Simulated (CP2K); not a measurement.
# Si2H3BrO (SMILES [SiH3]O[Si]Br) at MNDOD

Aim: the energy difference between two shapes of Si2H3BrO at MNDOD, from 2 runs. 

The calculation is run with CP2K 2026.2.

3 further runs of the same task are left out: 1 that didn't finish, 2 set aside as unsound or not needed.

## (1) The molecule

Si2H3BrO: 7 atoms, total charge 0, spin state singlet. SMILES: `[SiH3]O[Si]Br`. Geometry: relaxed at PBE0-D4/def2-TZVP. This is one conformer, not always the lowest.

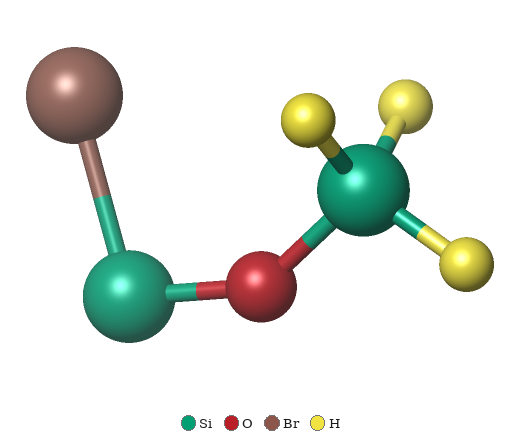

Viewed from a chosen angle; silicon teal, oxygen red, bromine brown, hydrogen yellow.

## (2) Energy and forces at MNDOD

Input file molecule.inp:

```
&FORCE_EVAL
 METHOD QUICKSTEP
 &DFT
  CHARGE 0
  MULTIPLICITY 1
  # Quickstep
  &QS
   METHOD MNDOD
   EPS_DEFAULT 1.0E-10
   &SE
    &COULOMB
     CUTOFF [angstrom] 50
     RC_RANGE [angstrom] 0
    &END COULOMB
    &EXCHANGE
     CUTOFF [angstrom] 50
     RC_RANGE [angstrom] 0
    &END EXCHANGE
   &END SE
  &END QS
  # no periodic images
  &POISSON
   PERIODIC NONE
   POISSON_SOLVER ANALYTIC
  &END POISSON
  &SCF
   SCF_GUESS ATOMIC
   EPS_SCF 1.0E-06
   MAX_SCF 40
   &OT ON
    MINIMIZER DIIS
    PRECONDITIONER FULL_SINGLE_INVERSE
   &END OT
   &OUTER_SCF
    EPS_SCF 1.0E-06
    MAX_SCF 8
   &END OUTER_SCF
  &END SCF
  # extra output
  &PRINT
   &MOMENTS
    PERIODIC F
    REFERENCE COM
    MAX_MOMENT 1
   &END MOMENTS
   &MO_CUBES
    NLUMO 5
    NHOMO -1
    WRITE_CUBE F
   &END MO_CUBES
   &HIRSHFELD OFF
   &END HIRSHFELD
  &END PRINT
 &END DFT
 &SUBSYS
  &CELL
   ABC [angstrom] 12.9 14.1 12.2
   PERIODIC NONE
  &END CELL
  &COORD
   Si     0.237200     0.902100     0.028100
   O      0.769300    -0.619800     0.436900
   Si     0.398600    -2.202700     0.389600
   Br    -1.642300    -2.173200    -0.654500
   H      0.043500     0.982900    -1.438600
   H     -1.032900     1.188800     0.735200
   H      1.287800     1.853900     0.457600
  &END COORD
  &TOPOLOGY
   &CENTER_COORDINATES
   &END CENTER_COORDINATES
  &END TOPOLOGY
 &END SUBSYS
 &PRINT
  &FORCES ON
  &END FORCES
 &END PRINT
&END FORCE_EVAL
&GLOBAL
 PROJECT_NAME molecule
 RUN_TYPE ENERGY_FORCE
 PRINT_LEVEL MEDIUM
&END GLOBAL
```

The run is started by

```bash
$ OMP_NUM_THREADS=1 cp2k.psmp -i molecule.inp > molecule.out 2>&1
```

The program printed:

```text
CP2K| version string:                                       CP2K version 2026.2
[...]
 GLOBAL| Method name                                                        CP2K
[...]
 GLOBAL| Run type                                                   ENERGY_FORCE
[...]
                             - Atoms:                                          7
[...]
                             - Spherical basis functions:                     34
[...]
 Number of electrons:                                                         24
[...]
     1 OT DIIS     0.80E-01    0.0     0.25373636       -25.1154557959 -2.51E+01
[...]
    12 OT DIIS     0.80E-01    0.0     0.00000078       -28.9510104145 -2.48E-10
  *** SCF run converged in    12 steps ***
  Core-core repulsion energy [eV]:                           1212.82922062792068
  Core Hamiltonian energy [eV]:                             -1280.56208364931058
  Two-electron integral energy [eV]:                        -1440.12838880708432
  Electronic energy [eV]:                                   -2000.62627805285251
  Total energy [eV]:                                         -787.79705742493184
  Atomic reference energy [eV]:                               784.77251508769132
  Heat of formation [kcal/mol]:                               -69.74760876362846
[...]
 SE_DIPOLE| Moment [Debye]         -2.60785056       0.07236871      -1.33677929
 SE_DIPOLE| Derivative [a.u.]       0.00000000       0.00000000       0.00000000
 *** WARNING in qs_scf_post_se.F:140 :: Printing of MO cube files not ***
 *** implemented for Semi-Empirical method.                           ***
 ENERGY| Total FORCE_EVAL ( QS ) energy [hartree]            -28.951010414573595
 FORCES| Atomic forces [hartree/bohr]
 FORCES|   Atom     x               y               z               |f|
 FORCES|      1 -1.62627575E-02  7.19693190E-02 -1.47856574E-02   7.52507530E-02
 FORCES|      2  2.54006947E-02  6.33312720E-03  1.24019187E-02   2.89674193E-02
 FORCES|      3 -1.03934508E-02 -5.79967941E-02 -9.92658426E-05   5.89208095E-02
 FORCES|      4 -4.11684631E-03 -6.47885114E-03 -1.50345247E-03   7.82203969E-03
 FORCES|      5  3.08678674E-03  1.48078171E-03  2.45018513E-02   2.47398805E-02
 FORCES|      6  2.13238376E-02 -2.02388836E-03 -1.23680548E-02   2.47340040E-02
 FORCES|      7 -1.90382645E-02 -1.32836944E-02 -8.14733950E-03   2.46026663E-02
 FORCES| Sum    -4.02455846E-16  0.00000000E+00  2.08166817E-16
 FORCES| Total atomic force                                       4.53104990E-16
[...]
```

It took 1.1 s on 1 thread of Intel Xeon 6975P-C (Granite Rapids), shared host; peak memory 0.19 GiB.

## (3) The distorted shape at the same level

Input file run.inp:

```
&GLOBAL
   PROJECT_NAME run
   RUN_TYPE ENERGY_FORCE
   PRINT_LEVEL MEDIUM
&END GLOBAL

&FORCE_EVAL
   METHOD QS
   &DFT
      # Quickstep
      &QS
         METHOD MNDOD
         EPS_DEFAULT 1.0E-10
         &SE
            &COULOMB
               CUTOFF [angstrom] 50
               RC_RANGE [angstrom] 0
            &END COULOMB
            &EXCHANGE
               CUTOFF [angstrom] 50
               RC_RANGE [angstrom] 0
            &END EXCHANGE
         &END SE
      &END QS
      # isolated system
      &POISSON
         PERIODIC NONE
         POISSON_SOLVER ANALYTIC
      &END POISSON
      &SCF
         SCF_GUESS ATOMIC
         EPS_SCF 1.0E-06
         MAX_SCF 40
         &OT
            MINIMIZER DIIS
            PRECONDITIONER FULL_SINGLE_INVERSE
         &END OT
         &OUTER_SCF
            EPS_SCF 1.0E-06
            MAX_SCF 8
         &END OUTER_SCF
      &END SCF
      # extra output
      &PRINT
         &MOMENTS
            PERIODIC F
            REFERENCE COM
            MAX_MOMENT 1
         &END MOMENTS
         &MO_CUBES
            NLUMO 5
            NHOMO -1
            WRITE_CUBE F
         &END MO_CUBES
         &HIRSHFELD OFF
         &END HIRSHFELD
      &END PRINT
   &END DFT
   # structure
   &SUBSYS
      # vacuum box
      &CELL
         ABC 12.9 14.1 12.1
         PERIODIC NONE
      &END CELL
      &COORD
         Si     0.241291     0.918297     0.034886
         O      0.764550    -0.610803     0.429652
         Si     0.375399    -2.220236     0.374091
         Br    -1.633105    -2.174733    -0.625874
         H      0.068562     0.986995    -1.426355
         H     -1.043701     1.166222     0.704213
         H      1.255044     1.844459     0.434781
      &END COORD
      &TOPOLOGY
         &CENTER_COORDINATES
         &END CENTER_COORDINATES
      &END TOPOLOGY
   &END SUBSYS
   # extra output
   &PRINT
      &FORCES ON
      &END FORCES
   &END PRINT
&END FORCE_EVAL
```

The run is started by

```bash
$ OMP_NUM_THREADS=1 cp2k.psmp -i run.inp > run.out 2>&1
```

The program printed:

```text
CP2K| version string:                                       CP2K version 2026.2
[...]
 GLOBAL| Method name                                                        CP2K
[...]
 GLOBAL| Run type                                                   ENERGY_FORCE
[...]
                             - Atoms:                                          7
[...]
                             - Spherical basis functions:                     34
[...]
 Number of electrons:                                                         24
[...]
     1 OT DIIS     0.80E-01    0.0     0.25306055       -25.0978945089 -2.51E+01
[...]
    12 OT DIIS     0.80E-01    0.0     0.00000071       -28.9553267784 -1.99E-10
  *** SCF run converged in    12 steps ***
  Core-core repulsion energy [eV]:                           1215.79966166612280
  Core Hamiltonian energy [eV]:                             -1280.18453339665075
  Two-electron integral energy [eV]:                        -1447.05927985542712
  Electronic energy [eV]:                                   -2003.71417332436431
  Total energy [eV]:                                         -787.91451165824162
  Atomic reference energy [eV]:                               784.77251508769132
  Heat of formation [kcal/mol]:                               -72.45616794352676
[...]
 SE_DIPOLE| Moment [Debye]         -2.24208311       0.17742352      -1.26658990
 SE_DIPOLE| Derivative [a.u.]       0.00000000       0.00000000       0.00000000
 *** WARNING in qs_scf_post_se.F:140 :: Printing of MO cube files not ***
 *** implemented for Semi-Empirical method.                           ***
 ENERGY| Total FORCE_EVAL ( QS ) energy [hartree]            -28.955326778406807
 FORCES| Atomic forces [hartree/bohr]
 FORCES|   Atom     x               y               z               |f|
 FORCES|      1 -2.31238921E-02  5.21641828E-02 -2.13035022E-02   6.09069418E-02
 FORCES|      2  2.09057504E-02 -1.39732355E-02  1.26205765E-02   2.81350433E-02
 FORCES|      3  5.13866793E-03 -3.33380965E-02  5.38397331E-03   3.41587727E-02
 FORCES|      4 -1.54984798E-02 -6.96254408E-03 -7.08965911E-03   1.84104091E-02
 FORCES|      5  1.50646410E-03  2.76688479E-03  2.07015073E-02   2.09398541E-02
 FORCES|      6  1.88580547E-02  1.18106958E-03 -9.11830205E-03   2.09800998E-02
 FORCES|      7 -7.78656522E-03 -1.83826107E-03 -1.19459375E-03   8.08930503E-03
 FORCES| Sum    -1.31838984E-16  2.77555756E-17 -1.38777878E-16
 FORCES| Total atomic force                                       1.93419723E-16
[...]
```

Wall time 1.2 s (1 thread of Intel Xeon 6975P-C (Granite Rapids), shared host); peak memory 0.18 GiB.

## (4) Results

Level: MNDOD.

```
                                                  quantity           value
                                 first shape: total energy    -28.95101 Eh
                                first shape: dipole moment          2.93 D
    first shape: heat of formation at this unrelaxed shape  -69.7 kcal/mol
                     first shape: largest force on an atom      3.870 eV/Å
                             distorted shape: total energy    -28.95533 Eh
                            distorted shape: dipole moment          2.58 D
distorted shape: heat of formation at this unrelaxed shape  -72.5 kcal/mol
                 distorted shape: largest force on an atom      3.132 eV/Å
                    energy change with the atoms displaced       -0.117 eV
```

What this shows: With the atoms displaced the energy falls by 0.12 eV (2.7 kcal/mol). The first shape isn't relaxed at this level, so the change isn't measured from a minimum. The largest force (first shape) is 3.87 eV/Å: the shape isn't a stationary point for this species at this level.
